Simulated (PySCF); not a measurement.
# CH5F2NSi: NMR shifts at several levels of theory, part 2 of 2

PySCF 2.14.0. Atoms count from 0. The steps go on from the part before.

**9. Shielding tensors: KT3/pcSseg-2**

What the job is given:

```
{"job": {"kind": "nmr", "xc": "KT3", "basis": "pcSseg-2", "pop": false}, "charge": 0, "multiplicity": 1}
C      1.338615     0.336003    -0.369423
N      0.304455    -0.158162     0.510542
Si    -1.341708    -0.314089     0.133381
F     -2.153784    -0.320695     1.527343
F     -1.783177     0.962986    -0.751051
H      2.003889    -0.460108    -0.750508
H      1.967823     1.091235     0.130202
H      0.881696     0.831516    -1.238554
H      0.624102    -0.494305     1.411626
H     -1.794446    -1.499855    -0.624767
```

With the program's defaults for keys left out, this is: GIAO KT3/pcSseg-2 NMR shielding, non-relativistic, gas phase.

The log of the run:

```text
coarse grid: 9048 points
cycle   1  E = -591.2258536403  dE =  3.995e-01  |g| = 1.057e+00  |ddm| = 2.212e+00
cycle   2  E = -590.6469008491  dE =  5.790e-01  |g| = 2.136e+00  |ddm| = 1.693e+00
cycle   3  E = -591.4053745430  dE = -7.585e-01  |g| = 1.389e-01  |ddm| = 1.270e+00
cycle   4  E = -591.4073481377  dE = -1.974e-03  |g| = 1.052e-01  |ddm| = 1.513e-01
cycle   5  E = -591.4096447751  dE = -2.297e-03  |g| = 2.033e-02  |ddm| = 7.280e-02
cycle   6  E = -591.4097302320  dE = -8.546e-05  |g| = 7.362e-03  |ddm| = 1.746e-02
cycle   7  E = -591.4097414255  dE = -1.119e-05  |g| = 1.736e-03  |ddm| = 4.660e-03
cycle   8  E = -591.4097420491  dE = -6.236e-07  |g| = 4.697e-04  |ddm| = 1.400e-03
final grid: 84200 points
cycle   9  E = -591.4187087519  dE = -2.793e-04  |g| = 3.218e-02  |ddm| = 6.620e-02
cycle  10  E = -591.4183576156  dE =  3.511e-04  |g| = 5.690e-02  |ddm| = 3.536e-02
cycle  11  E = -591.4188413254  dE = -4.837e-04  |g| = 4.377e-03  |ddm| = 2.532e-02
cycle  12  E = -591.4188436357  dE = -2.310e-06  |g| = 1.450e-03  |ddm| = 2.949e-03
cycle  13  E = -591.4188440765  dE = -4.408e-07  |g| = 2.933e-04  |ddm| = 1.078e-03
cycle  14  E = -591.4188440927  dE = -1.618e-08  |g| = 7.652e-05  |ddm| = 2.386e-04
cycle  15  E = -591.4188440941  dE = -1.462e-09  |g| = 9.080e-06  |ddm| = 7.214e-05
cycle  16  E = -591.4188440941  dE = -1.546e-11  |g| = 3.364e-06  |ddm| = 7.855e-06
converged SCF energy = -591.4188440941

GIAO shielding tensors (ppm)
atom      isotropic    diamagn.    paramagn.     s11        s22        s33       span
  0 C      151.451     237.971     -86.519    125.118    145.318    183.918     58.801
  1 N      222.010     319.452     -97.443    198.149    206.856    261.025     62.877
  2 Si     408.512     877.170    -468.658    396.220    399.592    429.724     33.504
  3 F      313.122     468.535    -155.413    257.257    289.968    392.142    134.885
  4 F      310.701     470.032    -159.331    256.984    282.363    392.756    135.772
  5 H       28.587      28.308       0.279     23.390     26.592     35.780     12.389
  6 H       28.565      28.245       0.320     23.682     26.663     35.350     11.668
  7 H       28.533      30.133      -1.600     24.186     28.053     33.362      9.175
  8 H       30.328      32.524      -2.197     22.539     29.361     39.083     16.544
  9 H       26.275      28.568      -2.293     23.191     23.813     31.821      8.630
```

Wall time 51 s (1 thread of Intel Xeon Platinum 8259CL at 2.50GHz, shared host); peak memory 0.78 GiB.

In short: δ C0 29.9, N1 36.7, Si2 -50.3, F3 -165.0, H9 5.08, H5 2.79 ppm (means over like atoms).

**10. Shielding tensors: B97-D/pcSseg-2**

The job, as its differences from that of step 9:

```diff
@@ -1,2 +1,2 @@
-{"job": {"kind": "nmr", "xc": "KT3", "basis": "pcSseg-2", "pop": false}, "charge": 0, "multiplicity": 1}
+{"job": {"kind": "nmr", "xc": "B97-D", "basis": "pcSseg-2", "pop": false}, "charge": 0, "multiplicity": 1}
 C      1.338615     0.336003    -0.369423
```

Level: GIAO B97-D/pcSseg-2 NMR shielding, non-relativistic, gas phase.

The log of the run:

```text
coarse grid: 9048 points
cycle   1  E = -585.0275585141  dE =  3.625e-01  |g| = 9.859e-01  |ddm| = 2.274e+00
cycle   2  E = -584.5555118265  dE =  4.720e-01  |g| = 1.973e+00  |ddm| = 1.499e+00
cycle   3  E = -585.1832416302  dE = -6.277e-01  |g| = 1.162e-01  |ddm| = 1.104e+00
cycle   4  E = -585.1848617296  dE = -1.620e-03  |g| = 8.102e-02  |ddm| = 1.145e-01
cycle   5  E = -585.1861426641  dE = -1.281e-03  |g| = 1.902e-02  |ddm| = 5.496e-02
cycle   6  E = -585.1862163020  dE = -7.364e-05  |g| = 7.021e-03  |ddm| = 1.533e-02
cycle   7  E = -585.1862262980  dE = -9.996e-06  |g| = 1.366e-03  |ddm| = 3.911e-03
final grid: 84200 points
cycle   8  E = -585.1757209009  dE = -8.213e-05  |g| = 2.503e-02  |ddm| = 3.793e-02
cycle   9  E = -585.1754693492  dE =  2.516e-04  |g| = 4.732e-02  |ddm| = 2.881e-02
cycle  10  E = -585.1758055732  dE = -3.362e-04  |g| = 2.463e-03  |ddm| = 2.061e-02
cycle  11  E = -585.1758062553  dE = -6.821e-07  |g| = 1.084e-03  |ddm| = 1.730e-03
cycle  12  E = -585.1758064889  dE = -2.335e-07  |g| = 1.136e-04  |ddm| = 6.669e-04
cycle  13  E = -585.1758064910  dE = -2.066e-09  |g| = 3.513e-05  |ddm| = 9.042e-05
cycle  14  E = -585.1758064913  dE = -2.972e-10  |g| = 7.417e-06  |ddm| = 2.922e-05
converged SCF energy = -585.1758064913

GIAO shielding tensors (ppm)
atom      isotropic    diamagn.    paramagn.     s11        s22        s33       span
  0 C      149.436     238.703     -89.267    123.160    143.732    181.415     58.255
  1 N      222.161     320.171     -98.010    197.519    206.391    262.574     65.056
  2 Si     392.756     875.739    -482.983    378.518    383.287    416.462     37.944
  3 F      315.773     467.574    -151.801    261.661    293.935    391.722    130.061
  4 F      312.974     468.925    -155.951    261.099    285.774    392.048    130.949
  5 H       28.637      28.391       0.245     23.475     26.664     35.771     12.296
  6 H       28.615      28.391       0.224     23.762     26.732     35.352     11.591
  7 H       28.576      29.890      -1.314     24.235     28.116     33.377      9.142
  8 H       30.442      32.726      -2.284     22.679     29.477     39.169     16.490
  9 H       26.289      28.569      -2.280     23.221     23.833     31.815      8.594
```

It took 46 s on 1 thread of Intel Xeon Platinum 8259CL at 2.50GHz, shared host; peak memory 0.77 GiB.

This run: δ C0 29.6, N1 35.7, Si2 -56.2, F3 -160.2, H9 5.11, H5 2.79 ppm (means over like atoms).

**11. Nuclear shieldings: B3LYP/pcSseg-2**

The job, as its differences from that of step 10:

```diff
@@ -1,2 +1,2 @@
-{"job": {"kind": "nmr", "xc": "B97-D", "basis": "pcSseg-2", "pop": false}, "charge": 0, "multiplicity": 1}
+{"job": {"kind": "nmr", "xc": "B3LYP", "basis": "pcSseg-2", "pop": false}, "charge": 0, "multiplicity": 1}
 C      1.338615     0.336003    -0.369423
```

With the program's defaults for keys left out, this is: GIAO B3LYP/pcSseg-2 NMR shielding, non-relativistic, gas phase.

The log of the run:

```text
coarse grid: 9048 points
cycle   1  E = -585.2643145764  dE =  3.498e-01  |g| = 8.632e-01  |ddm| = 2.230e+00
cycle   2  E = -585.0757360310  dE =  1.886e-01  |g| = 1.419e+00  |ddm| = 1.048e+00
cycle   3  E = -585.3827767831  dE = -3.070e-01  |g| = 6.686e-02  |ddm| = 6.651e-01
cycle   4  E = -585.3832225643  dE = -4.458e-04  |g| = 4.251e-02  |ddm| = 5.327e-02
cycle   5  E = -585.3835684451  dE = -3.459e-04  |g| = 9.448e-03  |ddm| = 2.749e-02
cycle   6  E = -585.3835850799  dE = -1.663e-05  |g| = 2.656e-03  |ddm| = 5.931e-03
cycle   7  E = -585.3835865504  dE = -1.470e-06  |g| = 3.775e-04  |ddm| = 1.474e-03
final grid: 84200 points
cycle   8  E = -585.3833426087  dE = -5.375e-05  |g| = 4.827e-03  |ddm| = 2.082e-02
cycle   9  E = -585.3833384431  dE =  4.166e-06  |g| = 6.406e-03  |ddm| = 6.179e-03
cycle  10  E = -585.3833474795  dE = -9.036e-06  |g| = 8.416e-04  |ddm| = 3.878e-03
cycle  11  E = -585.3833475843  dE = -1.048e-07  |g| = 2.956e-04  |ddm| = 4.922e-04
cycle  12  E = -585.3833476004  dE = -1.617e-08  |g| = 5.335e-05  |ddm| = 1.498e-04
cycle  13  E = -585.3833476009  dE = -4.168e-10  |g| = 1.468e-05  |ddm| = 3.704e-05
converged SCF energy = -585.3833476009

GIAO shielding tensors (ppm)
atom      isotropic    diamagn.    paramagn.     s11        s22        s33       span
  0 C      150.728     235.329     -84.602    125.060    145.078    182.045     56.984
  1 N      223.706     319.406     -95.700    199.381    206.535    265.202     65.821
  2 Si     381.827     874.272    -492.445    362.634    372.652    410.193     47.559
  3 F      317.507     467.655    -150.148    262.921    295.567    394.032    131.112
  4 F      315.053     468.941    -153.888    262.644    288.143    394.372    131.728
  5 H       28.688      28.438       0.250     23.491     26.711     35.864     12.373
  6 H       28.641      28.452       0.189     23.741     26.735     35.445     11.705
  7 H       28.594      29.582      -0.987     24.145     28.194     33.444      9.299
  8 H       30.429      32.603      -2.175     22.517     29.401     39.368     16.850
  9 H       26.395      28.323      -1.927     23.313     23.884     31.989      8.677
```

Wall time 31 s (1 thread of Intel Xeon Platinum 8259CL at 2.50GHz, shared host); peak memory 1.1 GiB.

This run: δ C0 28.5, N1 34.8, Si2 -57.2, F3 -146.5, H9 4.99, H5 2.75 ppm (means over like atoms).

**12. Run by run: NMR shifts**

Shifts (ppm), means over like atoms, with basis size and wall time:

```
           run    C0    H9    H5    H8    N1    Si2      F3  functions  time
   HF/pcSseg-2  26.2  4.38  2.56  0.89  13.6  -59.2  -108.5        257  18 s
  LDA/pcSseg-2  27.1  5.58  2.78  1.16  46.1  -43.8  -154.6        257  38 s
  PBE/pcSseg-2  28.9  5.34  2.78  1.02  41.0  -48.9  -159.2        257  47 s
 BLYP/pcSseg-2  29.3  5.24  2.84  0.99  42.1  -58.8  -161.1        257  53 s
 BP86/pcSseg-2  29.1  5.33  2.77  1.00  38.9  -50.4  -159.4        257  50 s
 OPBE/pcSseg-2  29.4  5.19  2.70  0.99  35.6  -43.1  -158.0        257  49 s
  KT2/pcSseg-2  29.2  5.33  2.81  1.09  38.9  -45.5  -165.0        257  57 s
  KT3/pcSseg-2  29.9  5.08  2.79  1.03  36.7  -50.3  -165.0        257  51 s
B97-D/pcSseg-2  29.6  5.11  2.79  0.95  35.7  -56.2  -160.2        257  46 s
B3LYP/pcSseg-2  28.5  4.99  2.75  0.96  34.8  -57.2  -146.5        257  31 s
```

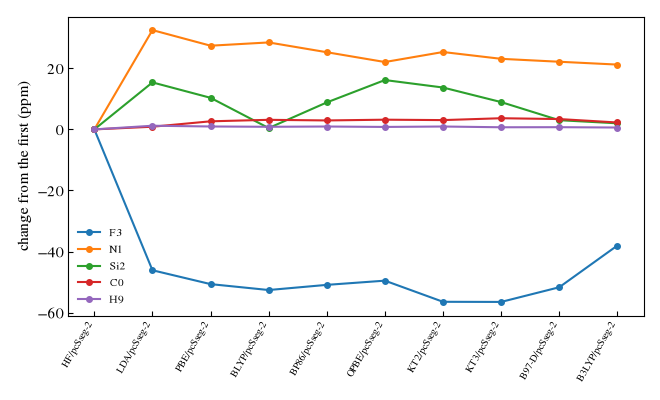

How five of the tabulated atoms move from run to run.

**13. Outcome**

What follows sums up all 2 parts.

| quantity | value |
| --- | --- |
| ¹³C shifts against TMS (HF/pcSseg-2) | 26.2 ppm |
| ¹H shifts against TMS (HF/pcSseg-2, means over atoms taken as alike) | 4.38, 2.56, 0.89 ppm |
| ¹⁵N shifts against NH3 (HF/pcSseg-2) | 13.6 ppm |
| ²⁹Si shifts against TMS (HF/pcSseg-2) | -59.2 ppm |
| ¹⁹F shifts against CFCl3 (HF/pcSseg-2, means over atoms taken as alike) | -108.5 ppm |
| range of the shift of F3 (with its like atoms) | -165.0 to -108.5 ppm |

What this shows: Single values in the summary come from the first sound run of each kind (HF/pcSseg-2), which need not be the best level. At HF/pcSseg-2: Shielding is most anisotropic at F3, F4 (span 108 ppm, paramagnetic term -115 ppm). Across the 10 runs the shift of F3 (with its like atoms) moves most, between -165.0 (KT3/pcSseg-2) and -108.5 ppm (HF/pcSseg-2).
